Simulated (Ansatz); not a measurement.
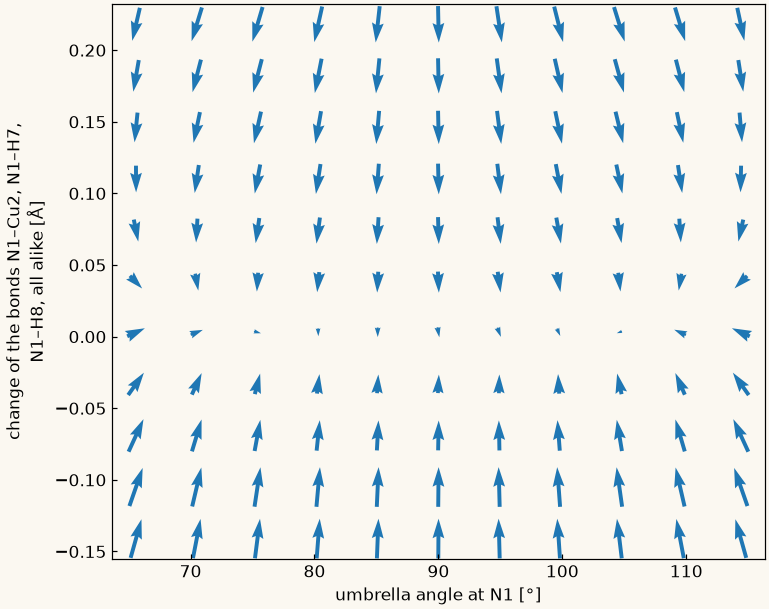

CuF3H2NP, SMILES [NH2][Cu-][P+](F)(F)F. The first coordinate is: umbrella angle at N1 (between each of its bonds and their common axis; 90 is planar); the second: change of the bonds N1–Cu2, N1–H7, N1–H8, all alike. Nothing is relaxed (all other coordinates rigid). The grid has 11 × 11 points. Points are written as (first, second). All numbers below come from Ansatz, RKS PBE-D4/def2-SVP.

Drawn: arrows along the force (downhill), their lengths compressed.

### The arrows alone are given. Where is the energy lowest?

The arrows converge at about (102°, 0.000 Å) (read from the interpolated surface).

The energy map of the same scan:

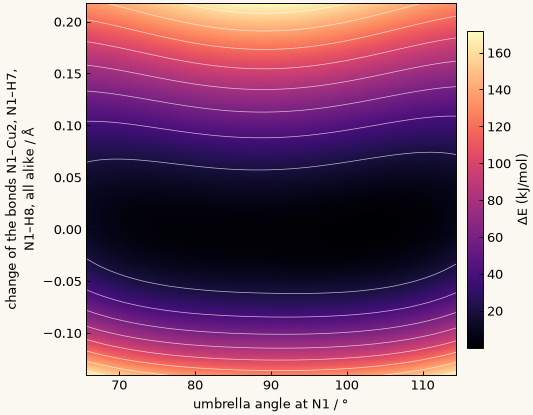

Energies are in kJ/mol, from the relaxed molecule at the same level; between grid points the surface is interpolated.
